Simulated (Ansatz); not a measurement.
Hf6B3Ru7W8: several calculations on one system

### Relaxation

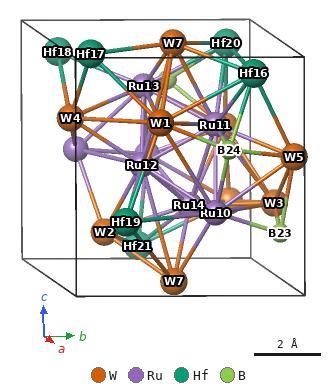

An amorphous cell of composition Hf₆B₃Ru₇W₈ (coarse preliminary run), before the relaxation. The picture is a ball-and-stick view of the cell of the calculation, reduced to other axes, seen slightly off an axis. Lengths and directions refer to the drawn axes.

Case: the quenched liquid.

Theory: DFT PBE, scalar-relativistic, plane waves, PAW (Ansatz).

Input
```yaml
crystal:
  lattice:
    - [7.375004, -0.153022, -0.057313]
    - [-0.153022, 7.255085, -0.110727]
    - [-0.057313, -0.110727, 6.957742]
  atoms:
    - { symbol: W, position: [0.2975804191, 0.5944164181, 0.1487702439] }
    - { symbol: W, position: [0.8301184036, 0.7274799723, 0.6289366912] }
    - { symbol: W, position: [0.689643424, 0.0158870782, 0.4927268222] }
    - { symbol: W, position: [0.3315624382, 0.90330896, 0.5054980201] }
    - { symbol: W, position: [0.4418813777, 0.0106215611, 0.1474549087] }
    - { symbol: W, position: [0.4104738338, 0.1650883481, 0.7718837227] }
    - { symbol: W, position: [0.996972935, 0.486427573, 0.3670013707] }
    - { symbol: W, position: [0.742512624, 0.1191934438, 0.889238052] }
    - { symbol: Ru, position: [0.5470315024, 0.4749329324, 0.8992338913] }
    - { symbol: Ru, position: [0.6854929556, 0.3387741204, 0.216649448] }
    - { symbol: Ru, position: [0.3467892736, 0.2926503671, 0.4071714815] }
    - { symbol: Ru, position: [0.5192546571, 0.6062952678, 0.4465090934] }
    - { symbol: Ru, position: [0.223476671, 0.5468203161, 0.6577533519] }
    - { symbol: Ru, position: [0.713516451, 0.3616084697, 0.6003409671] }
    - { symbol: Ru, position: [0.5086271585, 0.8107184569, 0.7995399337] }
    - { symbol: Hf, position: [0.084396599, 0.1958429361, 0.1027684597] }
    - { symbol: Hf, position: [0.0314315771, 0.8609521571, 0.3048332096] }
    - { symbol: Hf, position: [0.1095842259, 0.8725791023, 0.863109411] }
    - { symbol: Hf, position: [0.705798049, 0.7578429363, 0.1008892459] }
    - { symbol: Hf, position: [0.0385566433, 0.1924985827, 0.6212703737] }
    - { symbol: Hf, position: [0.9364616131, 0.5076903297, 0.9408081453] }
    - { symbol: B, position: [0.2336860086, 0.3888193325, 0.8881265769] }
    - { symbol: B, position: [0.7681682118, 0.0606903307, 0.1946044039] }
    - { symbol: B, position: [0.4017043352, 0.3093497899, 0.0829351451] }
  symmetry: { detect: false }
basis:
  ecutwfc: 420
kpoints:
  mp_grid: { grid: [2, 2, 2], shift: [0.5, 0.5, 0.5] }
hamiltonian:
  xc: pbe
scf:
  occupations: { method: gaussian, width: 0.1 }
  lower_state_search: "off"
output:
  forces: true
  stress: true
  eigenvalues: true
relax:
  adjacent_minimum: "off"
  f_tol: 0.04
  max_steps: 70
  cell: { stress_tol: 0.3 }
```

Command:
```bash
ansatz run input.yaml --threads 2 --pin off --max-ram 5120MiB --backend cpu --events-out ev --progress --plain --runs-dir out
```

Q: Where does the relaxation end?

A: After 11 accepted moves (13 points after the start) the energy has fallen by 113 meV per atom. Largest force component: 1.5 eV/Å at the start, 0.014 eV/Å at the end. Pressure: 4.82 GPa at the start and 0.02 GPa at the end. The line search rejected the trial step at point 11 of the run. At 1 point the geometry stayed and the basis and grid were re-selected for the new cell (energy shift of 0.2 meV per atom at most each time). The atom that moves furthest relative to the cell is W8 (0.47 Å along [1 3 −2]). Largest moves by element: W 0.47 Å, Hf 0.44 Å, Ru 0.34 Å, B 0.14 Å. The volume changes by +2.2 %, with a 6.959 → 6.761 Å (−2.8 %), b 7.258 → 7.673 Å (+5.7 %), c 7.377 → 7.349 Å (−0.4 %), α 92.4° → 93.3°, β 90.9° → 88.9°, γ 91.8° → 92.0°. Some distances before and after: W8–Ru9 3.009 → 3.843 Å, W2–W8 3.413 → 2.856 Å, W4–Hf19 4.119 → 3.576 Å, Ru9–Ru12 3.325 → 2.809 Å.

History of the run:

```
step  E − E(0), meV/atom  largest force component, eV/Å  pressure, GPa  volume, Å³/atom                      note
   0                0.00                         1.5145           4.82           15.500                          
   1              -64.32                         0.7142          -2.63           16.035                          
   2              -89.39                         1.0469           0.38           15.764                          
   3             -101.13                         0.5618           0.36           15.756                          
   4             -107.34                         0.3842           0.48           15.770                          
   5             -110.02                         0.1869           0.06           15.806                          
   6             -110.51                         0.3487           0.51           15.816                          
   7             -112.45                         0.0869          -0.10           15.843                          
   8             -112.83                         0.0455          -0.02           15.850                          
   9             -112.89                         0.0417           0.07           15.843                          
  10             -112.90                         0.1023           0.04           15.845                          
  11             -112.88                         0.0412          -0.12           15.856                  rejected
  12             -112.93                         0.0143           0.01           15.847                          
  13             -113.18                         0.0143           0.02           15.847  same geometry, new basis
```

Final geometry:

```
W Ru Hf B
1.0
     7.34536   -0.21815    0.07124
    -0.20991    7.66872   -0.12231
     0.06327   -0.12817    6.75985
W Ru Hf B
8 7 6 3
Direct
  0.27623 0.58558 0.17785
  0.82782 0.74445 0.66348
  0.66909 0.01626 0.48409
  0.32882 0.90810 0.46283
  0.45505 0.03745 0.12570
  0.41695 0.17109 0.77167
  0.97425 0.49614 0.39714
  0.77073 0.06618 0.87482
  0.53841 0.50165 0.86097
  0.68998 0.32674 0.19793
  0.36636 0.30641 0.40519
  0.54374 0.60761 0.46734
  0.22658 0.57526 0.65848
  0.71827 0.33479 0.60015
  0.49562 0.82152 0.78218
  0.08721 0.20270 0.13735
  0.00093 0.85022 0.30125
  0.14087 0.87033 0.87093
  0.65928 0.72975 0.12974
  0.06193 0.18941 0.62910
  0.92701 0.48363 0.92375
  0.24324 0.39286 0.89310
  0.76983 0.05606 0.18727
  0.40653 0.32629 0.07575
```

After the run, drawn alike:

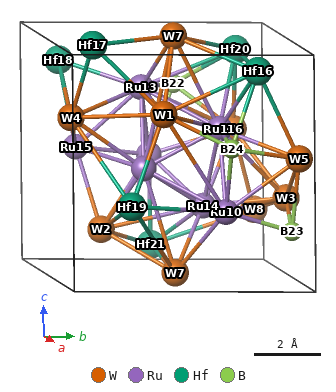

Limits of the set-up: the k-point mesh is coarse for a cell with partly filled bands; the periodic images lie only 7.0 Å apart, so the values are limited by the cell's size.

### Dynamics

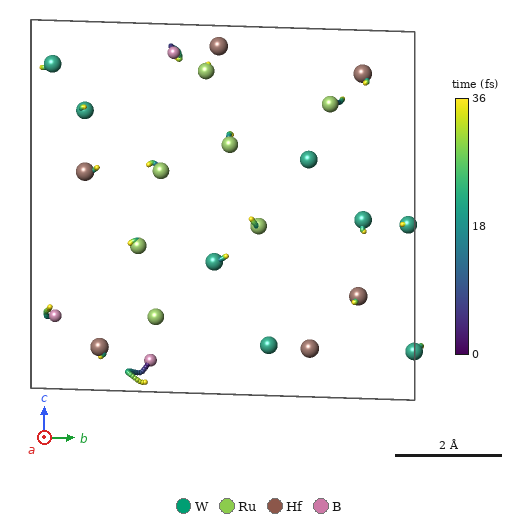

First-principles dynamics of an amorphous cell of composition Hf$_{6}$B$_{3}$Ru$_{7}$W$_{8}$ (24 atoms in the cell), 36 fs long. Dots mark each atom's position at evenly spaced times, coloured by time; spheres stand at the starting positions. Seen along the a axis in the simulation cell.

These are results of DFT PBE, scalar-relativistic, plane waves, PAW in Ansatz, not measurements. Settings: plane-wave cutoff 320 eV; k-point mesh 1 × 1 × 1; Fermi-Dirac smearing 0.364 eV; volume 0.96 times that of the relaxed crystal; set temperature 4220 K; time step 1.5 fs.

Input file:
```yaml
crystal:
  lattice:
    - [7.375004, -0.153022, -0.057313]
    - [-0.153022, 7.255085, -0.110727]
    - [-0.057313, -0.110727, 6.957742]
  atoms:
    - { symbol: W, position: [0.2966098916, 0.6198694345, 0.1366938754] }
    - { symbol: W, position: [0.8651670474, 0.7240728692, 0.64426575] }
    - { symbol: W, position: [0.6551562529, 0.9834617645, 0.4757697128] }
    - { symbol: W, position: [0.2779519439, 0.8656904006, 0.4850517016] }
    - { symbol: W, position: [0.431299543, 0.9986843515, 0.1322534896] }
    - { symbol: W, position: [0.3969226864, 0.140689396, 0.7586038631] }
    - { symbol: W, position: [0.0054342189, 0.4777046545, 0.3586461507] }
    - { symbol: W, position: [0.769414587, 0.0563955369, 0.8822433244] }
    - { symbol: Ru, position: [0.5543100973, 0.4564477295, 0.8758790995] }
    - { symbol: Ru, position: [0.6761227329, 0.3253634553, 0.2041941531] }
    - { symbol: Ru, position: [0.3500206895, 0.2795885942, 0.3953456727] }
    - { symbol: Ru, position: [0.5368021812, 0.5934403616, 0.4592351919] }
    - { symbol: Ru, position: [0.226668436, 0.5184829401, 0.677901408] }
    - { symbol: Ru, position: [0.7303857512, 0.3387482002, 0.6009774163] }
    - { symbol: Ru, position: [0.4957082012, 0.7800007115, 0.7966040227] }
    - { symbol: Hf, position: [0.076380797, 0.1786219947, 0.1172856492] }
    - { symbol: Hf, position: [0.9957507415, 0.8531934778, 0.2773339889] }
    - { symbol: Hf, position: [0.1243088919, 0.8646723142, 0.8820871833] }
    - { symbol: Hf, position: [0.694734899, 0.7267632018, 0.1312127048] }
    - { symbol: Hf, position: [0.0334891052, 0.1409968896, 0.5921973613] }
    - { symbol: Hf, position: [0.944852752, 0.4894710994, 0.9443398978] }
    - { symbol: B, position: [0.2616031626, 0.3723014302, 0.9228873478] }
    - { symbol: B, position: [0.7614889479, 0.0631596084, 0.1984916638] }
    - { symbol: B, position: [0.3948637771, 0.3115987605, 0.0858651644] }
  symmetry: { detect: false }
basis:
  ecutwfc: 320
  xc_grid: 1
kpoints:
  mp_grid: { grid: [1, 1, 1], shift: [0.25, 0.25, 0.25] }
hamiltonian:
  xc: pbe
scf:
  occupations: { method: fermi_dirac, width: 0.3637 }
  lower_state_search: "off"
  convergence: { dr2_threshold: 1.0e-05 }
output:
  forces: true
  stress: true
md:
  timestep: 1.5
  n_steps: 24
  ensemble: nvt_langevin
  friction: 0.03
  temperature: 4220.0
  initial_velocities: maxwell_boltzmann
  seed: 55487
```

Command:
```bash
ansatz run input.yaml --threads 2 --pin off --max-ram 5120MiB --backend cpu --events-out ev --progress --plain --runs-dir out
```

### Describe the motion.

Root-mean-square distances from the starting positions over the second half, with the common drift of all atoms taken out: B 0.45 Å, Ru 0.23 Å, W 0.18 Å, Hf 0.18 Å. The run lasts only 36 fs, too short to tell vibration from diffusion. Over the second half the temperature averages 3751 K (spread ±371 K). The potential energy is still drifting at the end, so the run hasn't reached equilibrium. The potential energy in the second half lies on average 179 meV per atom above the first frame. The mean pressure there is 16.1 GPa.

Limits of the set-up: the cutoff lies below the recommended one; the periodic images lie only 7.0 Å apart, so the values are limited by the cell's size.

Cost: 110 s on 2 threads of Arm Neoverse V2, on a shared host, peak memory 0.7 GiB.

### Dynamics

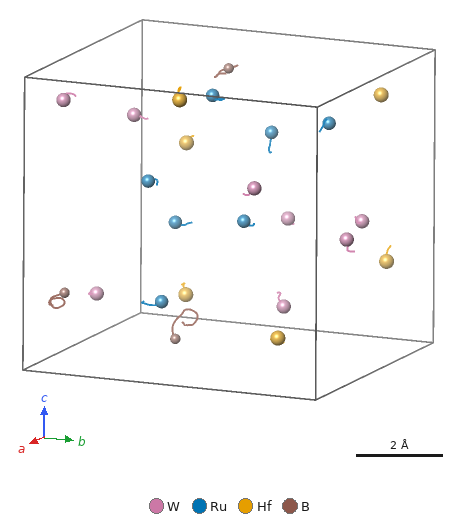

Molecular dynamics of an amorphous cell of composition Hf$_{6}$B$_{3}$Ru$_{7}$W$_{8}$ (24 atoms in the cell), 68 fs long. Lines trace each atom's path, in the colour of its element; spheres stand at the starting positions. Seen slightly off an axis in the simulation cell.

The calculation used DFT PBE, scalar-relativistic, plane waves, PAW in Ansatz 0.2.0. Set-up: plane-wave cutoff 420 eV; k-point mesh 1 × 1 × 1; Fermi-Dirac smearing 0.364 eV; volume 0.96 times that of the relaxed crystal; set temperature 4220 K; time step 1.5 fs.

> Describe the motion.

Root-mean-square distances from the starting positions over the second half, with the common drift of all atoms taken out: B 0.46 Å, Ru 0.33 Å, W 0.29 Å, Hf 0.23 Å. The run lasts only 68 fs, too short to tell vibration from diffusion.

Limits of the set-up: the periodic images lie only 7.0 Å apart, so the values are limited by the cell's size.

The run took 4.7 min on 2 threads of Arm Neoverse V2, with other jobs on the host, peak memory 0.86 GiB.
